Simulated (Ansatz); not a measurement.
# Computed scan of one atom of the cell: Ca (fcc, Cu type)

Ca (fcc, Cu type)

```xyz
4
Lattice="5.5685 0.0000 0.0000 0.0000 5.5685 0.0000 0.0000 0.0000 5.5685" Properties=species:S:1:pos:R:3 pbc="T T T"
Ca     0.0000     0.0000     0.0000
Ca     2.7842     2.7842     0.0000
Ca     2.7842     0.0000     2.7842
Ca     0.0000     2.7842     2.7842
```

In this cell atom 2 (Ca, nearest neighbour Ca at 3.937 Å; its periodic images, 5.6 Å or more away, move with it) is moved by s along Cartesian z, unit vector (0.000, 0.000, 1.000); all other atoms and the cell stay fixed.

The numbers are results of r2SCAN (plane waves to 500 eV, PAW, scalar-relativistic; Ansatz, a quantum-chemistry and plane-wave program), not measurements. k mesh 7×7×7 (Γ-centred), Fermi-Dirac smearing 0.05 eV. The energy includes the smearing's −TS. With partly filled bands, energies and forces of such displacements shift with the k mesh and the smearing. F∥ is the force on the atom along that direction. Ca was relaxed with its symmetry unable to fall. ΔE is measured from the undisplaced structure.

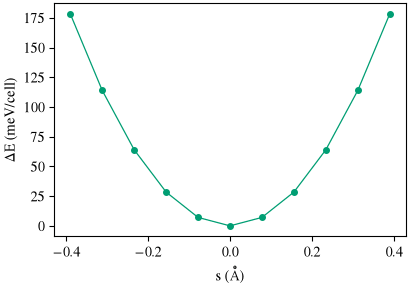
ΔE (meV/cell) against s (Å); one marker a computed point.

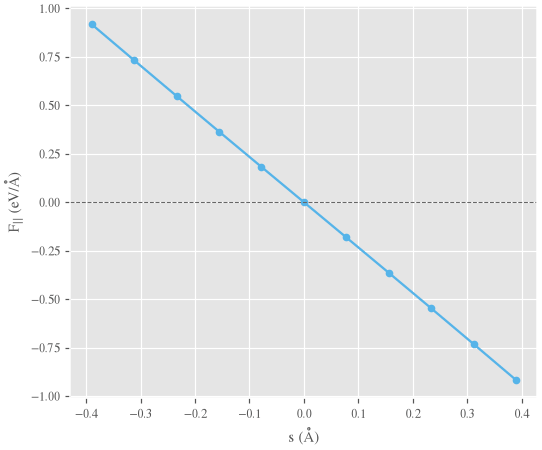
*F∥ (eV/Å) against s (Å); one marker a computed point.*

The force along the line at s = -0.390 Å is 0.918 eV/Å and the force constant k = d²E/ds² at s = 0 (finite differences) is 2.33 eV/Å². Symmetry of the curve: even: the same for both signs. Shape of the curve: a single well with its minimum at or next to zero displacement. Harmonic estimate at the end of the scan: ½ks² = 177 meV/cell against the computed 178 meV/cell, so the well is close to harmonic there.

With its periodic images moving along, the atom's site symmetry in this cell is m-3m.

(A displaced cell: forces are minus the slopes of the energy, force constants its curvatures, and phonons follow from these.)
